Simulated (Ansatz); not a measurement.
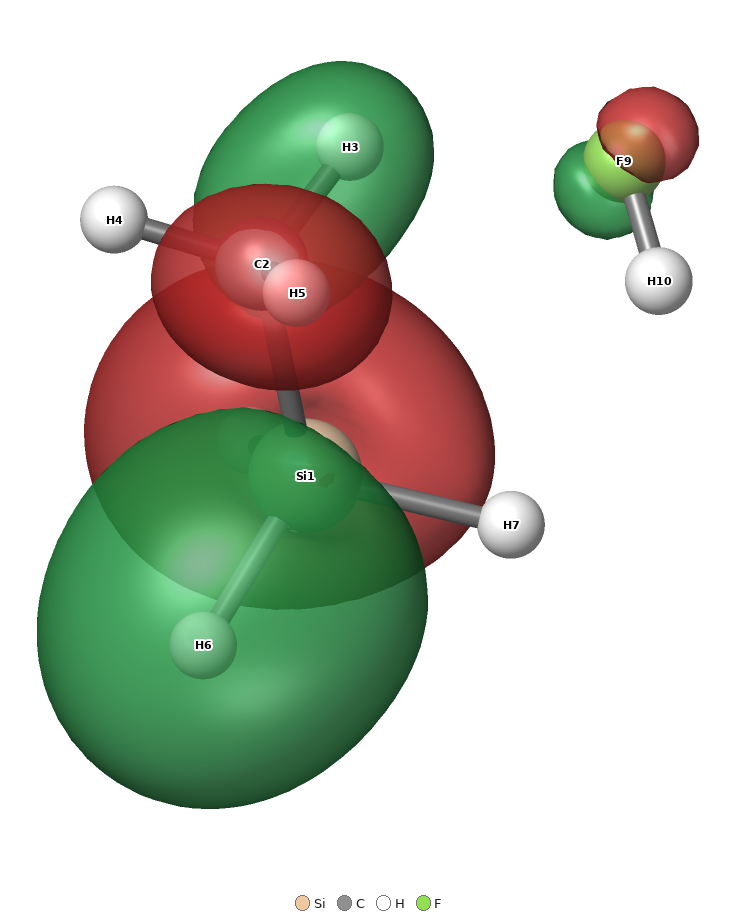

Figure. CH6Si···HF. The HOMO−1 at ±0.08 Å⁻³ᐟ² (green and red are the two phases), seen at a tilt.

Theory: Ansatz, RKS B3LYP/6-31G*.

```yaml
atoms:
  - { symbol: Si, position_ang: [0.2557, -0.0306, 0.2164] }
  - { symbol: C, position_ang: [0.3475, -0.1287, 2.0952] }
  - { symbol: H, position_ang: [-0.6660, -0.1989, 2.5021] }
  - { symbol: H, position_ang: [0.9139, -1.0081, 2.4194] }
  - { symbol: H, position_ang: [0.8302, 0.7598, 2.5168] }
  - { symbol: H, position_ang: [1.5936, 0.1911, -0.3988] }
  - { symbol: H, position_ang: [-0.6032, 1.1265, -0.1965] }
  - { symbol: H, position_ang: [-0.3397, -1.2585, -0.3716] }
  - { symbol: F, position_ang: [-2.8565, 0.2152, 1.2830] }
  - { symbol: H, position_ang: [-2.4647, 0.8846, 0.7572] }
```

### Where does this orbital lie, and at what energy?

It lies mainly on Si1 (about 35 %), H8 (about 25 %), H6 (about 25 %) and C2 (about 5 %). Its energy is −9.21 eV.
